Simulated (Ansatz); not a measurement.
C2H6···H3Si (doublet)

Input file:

```
crystal:
  periodic: [false, false, false]
  atoms:
    - { symbol: H, position_ang: [-0.4008, -0.3993, -0.2199] }
    - { symbol: C, position_ang: [-0.0456, -0.3616, 1.1255] }
    - { symbol: C, position_ang: [0.93, 0.7657, 1.3262] }
    - { symbol: Si, position_ang: [-0.7952, -0.4007, -2.0527] }
    - { symbol: H, position_ang: [0.3788, -1.3389, 1.3207] }
    - { symbol: H, position_ang: [-0.98, -0.2238, 1.6571] }
    - { symbol: H, position_ang: [1.8078, 0.634, 0.6956] }
    - { symbol: H, position_ang: [1.2649, 0.8065, 2.3658] }
    - { symbol: H, position_ang: [0.4709, 1.7224, 1.0836] }
    - { symbol: H, position_ang: [-1.932, -1.2926, -2.2073] }
    - { symbol: H, position_ang: [0.402, -0.8933, -2.7117] }
    - { symbol: H, position_ang: [-1.1007, 0.9816, -2.383] }
magnetization:
  spin_polarized: true
  initial_magnetization: 1
basis:
  gaussian: { orbitals: "6-31G*" }
hamiltonian:
  xc: pbe0
relax:
  f_tol: 0.15
  max_steps: 25
  restrain:
    - { distance: [0, 3], at: 2.72, k: 30.0 }
    - { distance: [1, 0], at: 1.07, k: 30.0 }
output:
  orbitals: {}
```

Run with:

```sh
ansatz run input.yaml --threads 2 --pin off --max-ram 3072MiB --backend cpu --events-out ev --progress --plain --runs-dir out
```

The fields are those of the relaxed geometry.

These are results of Ansatz 0.2.0, UKS PBE0/6-31G*, not measurements.

### What can the converged electron density, electron localisation function and spin density tell about the bonding?

Si4···H1 (2.73 Å): the density falls to about 0.08 e/Å³ on the way; the ELF dips to about 0.10 between them.
C–C (1.52 Å): the density is about 1.6 e/Å³ at the midpoint; the ELF peaks at about 0.95 between the atoms; a shared electron pair.
C–H (1.09 Å): ρ is about 2 e/Å³ halfway; the ELF climbs to about 1 towards the hydrogen, as it does in any bond to H: a covalent bond by its length.
Si–H (1.49 Å): ρ at the midpoint is about 0.77 e/Å³; the ELF climbs to about 1 towards the hydrogen.
The unpaired spin (1 electron) lies mostly on Si4 (about 0.8), in electrons by Hirshfeld's partition.

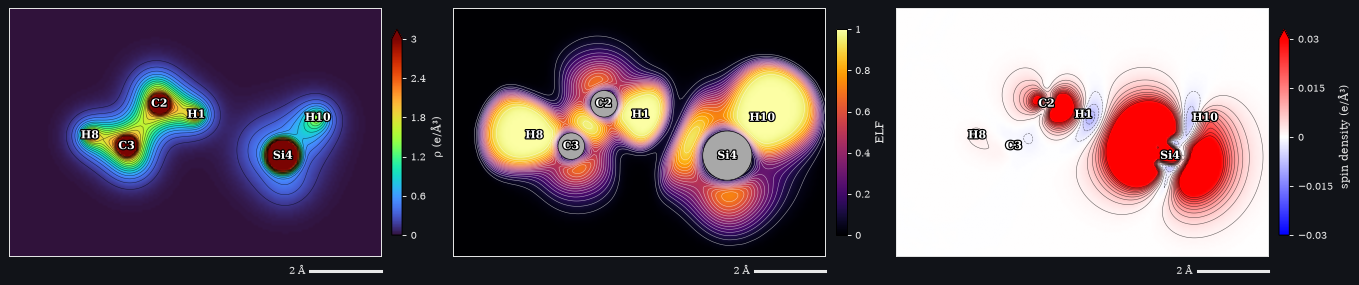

Computed electron density, electron localisation function and spin density on the plane of atoms C2, C3 and H8, in this order. Grey discs cover the atomic cores in the ELF map. 
